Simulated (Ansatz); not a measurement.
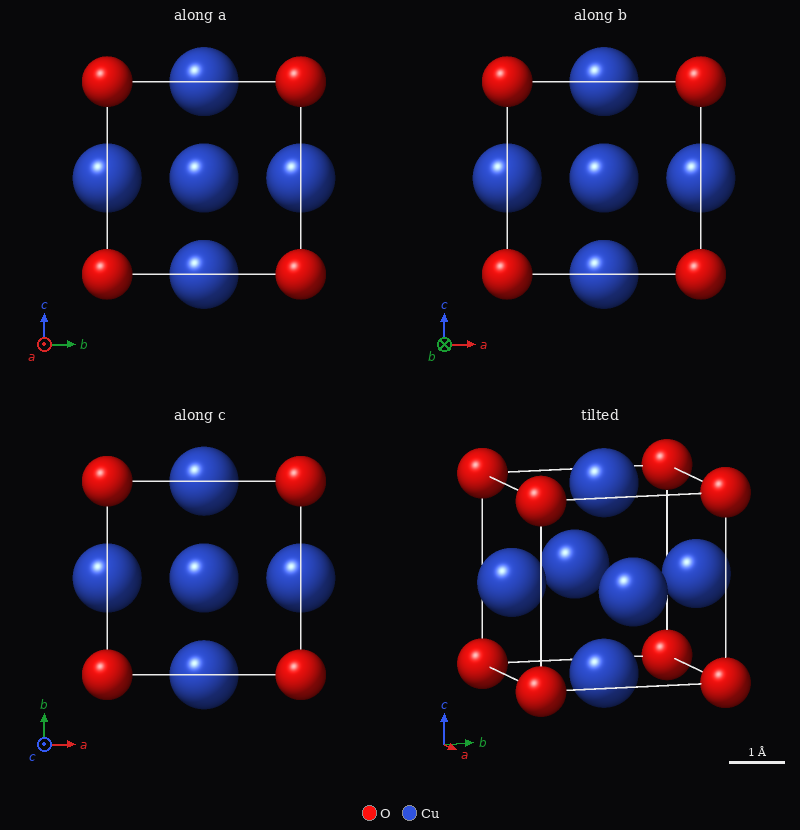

The structure above is drawn in spheres-only style and viewed along the a axis, along the b axis, along the c axis and slightly off an axis. The parallelepiped is the unit cell.

Lattice parameters: a = 3.5496 Å, b = 3.5496 Å, c = 3.5327 Å, α = 90.000°, β = 90.000°, γ = 90.000°.

Question: Record the structure as a CIF in P1 with every atom of the cell.

Answer:
```cif
data_structure
_symmetry_space_group_name_H-M 'P 1'
_symmetry_Int_Tables_number 1
_cell_length_a 3.5496
_cell_length_b 3.5496
_cell_length_c 3.5327
_cell_angle_alpha 90.000
_cell_angle_beta 90.000
_cell_angle_gamma 90.000
_cell_volume 44.51
loop_
_atom_site_label
_atom_site_type_symbol
_atom_site_fract_x
_atom_site_fract_y
_atom_site_fract_z
_atom_site_occupancy
O1 O 0.0000 0.0000 0.0000 1
Cu1 Cu 0.0000 0.5000 0.5000 1
Cu2 Cu 0.5000 0.0000 0.5000 1
Cu3 Cu 0.5000 0.5000 0.0000 1
```

Provenance: a structure type filled with these elements by a generator (whether the compound takes this form wasn't checked). This is the structure after a relaxation with DFT PBE, scalar-relativistic, plane waves, PAW in Ansatz 0.2.0.
